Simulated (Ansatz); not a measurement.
The figure comes from a scan of KTaO$_{3}$ (cubic perovskite): the cell is scaled evenly about its relaxed volume V₀. These are PBE (plane waves to 420 eV, PAW, scalar-relativistic; Ansatz, a quantum-chemistry and plane-wave program) values and carry that method's errors. k mesh 8×8×8 (Γ-centred), Fermi-Dirac smearing 0.05 eV. Compression counts positive. KTaO3 is run without spin polarisation. KTaO3 was relaxed with its symmetry unable to fall. Spin-orbit coupling is left out, though Ta is heavy. 

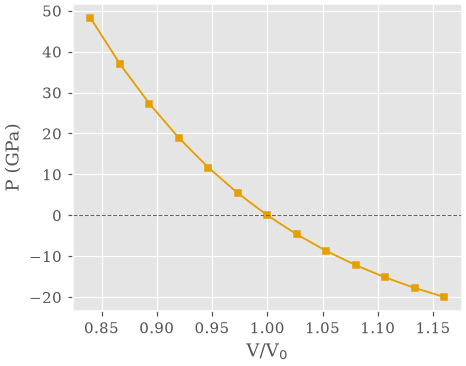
Fig. 1. P (GPa) against V/V₀; markers are the computed points, lines only join them.

### Question
Turn the plot into a table (rounded to what can be read).

### Answer
To the nearest 1:

```
V/V₀   P (GPa)
-----  -------
0.840       48
0.867       37
0.893       27
0.920       19
0.947       12
0.973        5
1.000        0
1.027       -5
1.053       -9
1.080      -12
1.107      -15
1.133      -18
1.160      -20
```

(Under strain, the slope of the energy per volume gives the stress and its curvature an elastic modulus.)
